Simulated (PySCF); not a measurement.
```xyz
14

C     1.5575    1.0147   -0.5697
S     1.3951   -0.6901   -0.3886
O     0.9055   -1.2337   -1.6549
C    -0.0782   -0.6382    0.7806
C     0.1408   -0.7306    2.0768
O    -1.3201   -0.6221    0.2272
C    -1.5519    0.1398   -0.8815
F    -2.8351   -0.0330   -1.2089
F    -1.4054    1.4600   -0.5941
H     1.6613    1.4243   -1.5563
H     1.9732    1.5482    0.2622
H    -0.6656   -0.7155    2.7897
H     1.1427   -0.8277    2.4492
H    -0.9205   -0.0966   -1.7538
```

Geometry: GFN2-xTB.

Level of theory: UKS B3LYP, pcH-1 on C F H O S, non-relativistic, mean-field spin-orbit, GIAO (PySCF).

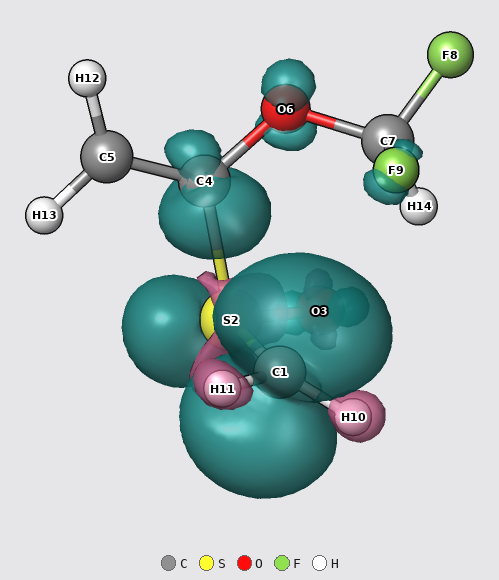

C$_{4}$H$_{5}$F$_{2}$O$_{2}$S (doublet). Isosurfaces of the spin density at +0.015 (teal) and −0.015 e/Å³ (pink), seen across its widest extent.

Q: Where is the unpaired spin?

A: The unpaired spin (1 electron) lies mostly on C1 (about 0.7), S2 (about 0.1) and C4 (about 0.1), in electrons by Hirshfeld's partition.
